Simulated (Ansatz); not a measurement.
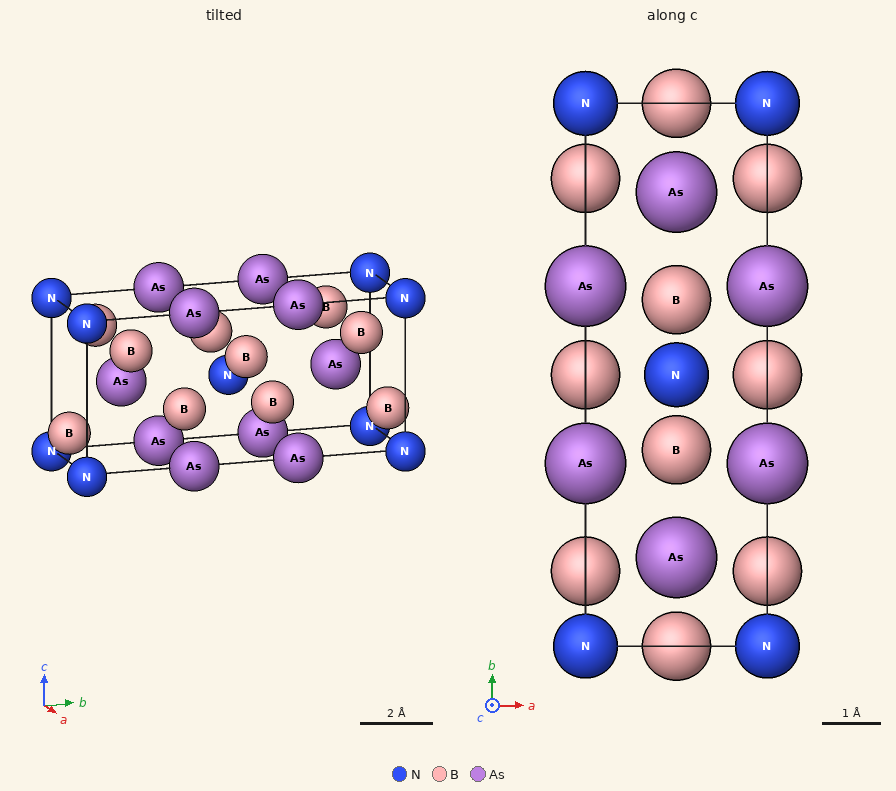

Spheres-only drawing of the structure, looking slightly off an axis and along the c axis. The wireframe shows the conventional unit cell.

B₃As₂N, space group Imm2 (No. 44), a = 3.141 Å, b = 9.373 Å, c = 4.409 Å, α = 90.00°, β = 90.00°, γ = 90.00°. The structure comes from a structure type filled with these elements by a generator (whether the compound takes this form wasn't checked). Earlier steps of the study, as a rule a relaxation of our own, may have changed the cell and positions, so they can lie some per cent off the listed ones. It went into a calculation with Ansatz.

This one geometry was computed with Ansatz (DFT, plane waves, PAW) at five levels of theory: PBE with spin-orbit coupling, PBE0, r2SCAN, PBE and HSE06. It was relaxed beforehand with r2SCAN.

Question: Which level gives the highest pressure at this volume, and what does that say about its equilibrium volume?

Answer: Highest: PBE with spin-orbit coupling (2.2 GPa) and PBE (2.2 GPa), which points to the largest equilibrium volume. Lowest, with the smallest volume: PBE0 (-2.1 GPa) and HSE06 (-2.1 GPa). Levels within 0.5 GPa of each other can't be told apart.

Question: How does the band gap change with the level of theory?

Answer: PBE with spin-orbit coupling: a gap of 0.19 eV, indirect; PBE: a gap of 0.19 eV, indirect; r2SCAN: a gap of 0.35 eV, indirect; HSE06: a gap of 0.90 eV, indirect; PBE0: a gap of 1.59 eV, indirect.

Question: Collect the results in a table.

Answer:
| level | cutoff (eV) | k-mesh of the run's cell | gap (eV) | pressure (GPa) |
| --- | --- | --- | --- | --- |
| PBE with spin-orbit coupling | 420 | 10×10×10 | 0.19 | 2.2 |
| PBE0 | 420 | 6×6×6 | 1.59 | -2.1 |
| r2SCAN | 500 | 10×10×10 | 0.35 | 0.0 |
| PBE | 420 | 10×10×10 | 0.19 | 2.2 |
| HSE06 | 420 | 6×6×6 | 0.90 | -2.1 |

Gaps are taken on the k-mesh or band path of each run.
